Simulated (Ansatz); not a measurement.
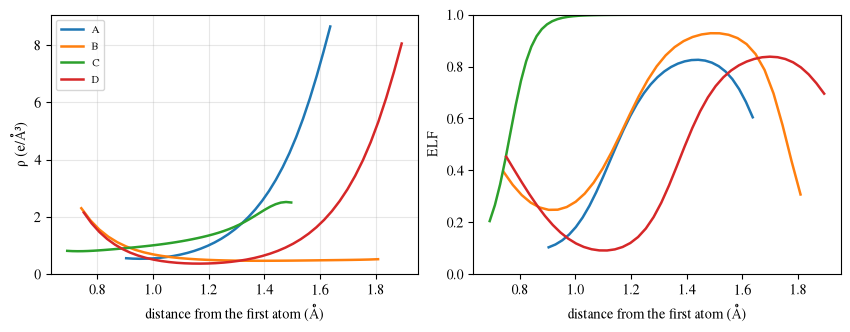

The picture shows: FGaH$_{4}$InSi (charge +1). Electron density and ELF along straight lines between neighbouring atoms. The curves leave out the atomic cores.

Geometry: PBE-D3(BJ)/def2-SVP; core potentials replace the inner electrons of In.

All numbers below come from isolated molecule in a Gaussian basis; Kohn-Sham density functional theory, functional PBE0 in Ansatz.

```yaml
atoms:
  - { symbol: F, position_ang: [-2.9790, 0.5006, 0.4231] }
  - { symbol: Ga, position_ang: [-4.6155, 1.2624, 1.1731] }
  - { symbol: In, position_ang: [-1.1588, -0.2306, -0.6332] }
  - { symbol: Si, position_ang: [-0.2047, -1.8413, 1.1480] }
  - { symbol: H, position_ang: [-1.3766, 0.6827, -2.0760] }
  - { symbol: H, position_ang: [1.0497, -2.4440, 0.5969] }
  - { symbol: H, position_ang: [0.0419, -0.9938, 2.3602] }
  - { symbol: H, position_ang: [-1.2823, -2.8567, 1.3842] }
```

> Which curve belongs to which contact (Ga–F, In–F, In–Si and Si–H)? The first atom named is at distance zero.

Curve A: Ga–F (1.95 Å): ρ at the midpoint is about 0.54 e/Å³; the ELF peaks at about 0.85 in the valence shell of F, 0.5 Å from its nucleus, and is about 0.15 at the midpoint. Curve B: In–Si (2.58 Å): the density is about 0.47 e/Å³ at the midpoint; the ELF peaks at about 0.95 between the atoms (a covalent bond). Curve C: Si–H (1.50 Å): ρ is about 0.8 e/Å³ halfway; the ELF climbs to about 1 towards the hydrogen, as it does in any bond to H. Curve D: In–F (2.23 Å): ρ at the midpoint is about 0.38 e/Å³; the ELF is about 0.10 at the midpoint.
